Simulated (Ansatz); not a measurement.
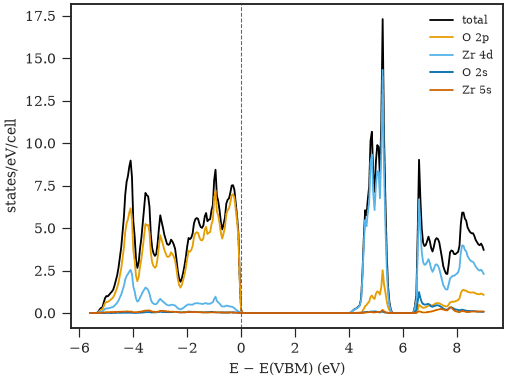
Total and projected density of states of ZrO$_{2}$ in space group P4_2/nmc (No. 137; Zr on 2a, O on 4d), the program Ansatz at the PBEsol level (PAW)

Task: Which orbitals carry the states next to the gap?

Result: Top 1 eV of the valence band: O 2p 91 %, Zr 4d 6 %. Bottom 1 eV of the conduction band: Zr 4d 88 %, O 2p 9 %. Projections are on Löwdin-orthogonalised atomic valence shells; empty p or d shells of many metals are not among them.

Task: Where is the tallest occupied peak in this window, and what makes it?

Result: Near -4.1 eV, about 9.0 states/eV per cell; the largest projected share is O 2p.

This is a known high-temperature phase of the composition, computed here at zero pressure and temperature. Symmetry was held in the PBEsol relaxation; its stability against distortions is not shown here. No spin polarisation was allowed. Spin–orbit coupling is left out wherever it is not named.

Potentials: the earlier of the program's two PAW sets. The files were generated under PBE; for other functionals the program regenerates the frozen cores, and for LDA and PBEsol the local potential too.
